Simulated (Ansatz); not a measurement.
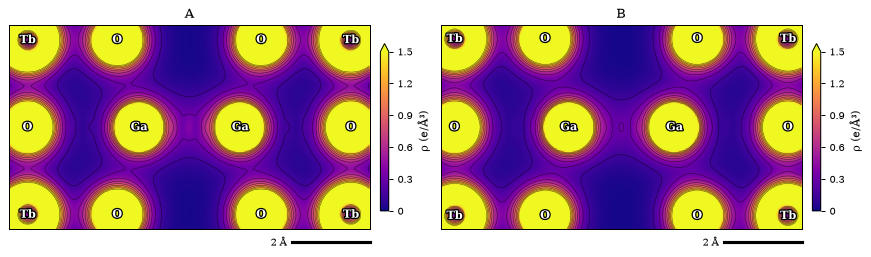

TbGa2O3. The valence electron density of two cells that differ in size and shape, on the (110) plane of each (indices in the axes of the calculation cell), at one length scale and on one colour scale: B has 15.2 Å³ an atom and A 14.3.

Space group P4/mmm; a generated structure, not necessarily the stable one; computed without spin polarisation; no Hubbard U on the f states and no spin–orbit coupling.

These are results of Ansatz, DFT PBE, scalar-relativistic, plane waves, PAW; 4f electrons in the core of a trivalent norm-conserving potential, not measurements.

Core electrons are replaced by pseudopotentials, and the valence fields are smoothed inside the atomic spheres.

The larger cell:

```
Tb Ga O
1.0
     3.24605    0.00000    0.00000
     0.00000    3.24605    0.00000
     0.00000    0.00000    8.64992
Tb Ga O
1 2 3
Direct
  0.50000 0.50000 0.50000
  0.00000 0.00000 0.15854
  0.00000 0.00000 0.84146
  0.50000 0.50000 0.22808
  0.50000 0.50000 0.77192
  0.00000 0.00000 0.50000
```

The smaller cell: a = 3.202 Å, b = 3.202 Å, c = 8.386 Å, α = 90.00°, β = 90.00°, γ = 90.00°.

**What changes from the larger cell to the smaller?**

From the larger cell to the smaller, Tb–O goes from 2.30 to 2.26 Å, and the density at its midpoint from 0.45 to 0.48 e/Å³; Ga–O goes from 2.37 to 2.33 Å, and the density at its midpoint from 0.28 to 0.3 e/Å³; the pressure goes from −4.8 to 0.0 GPa.
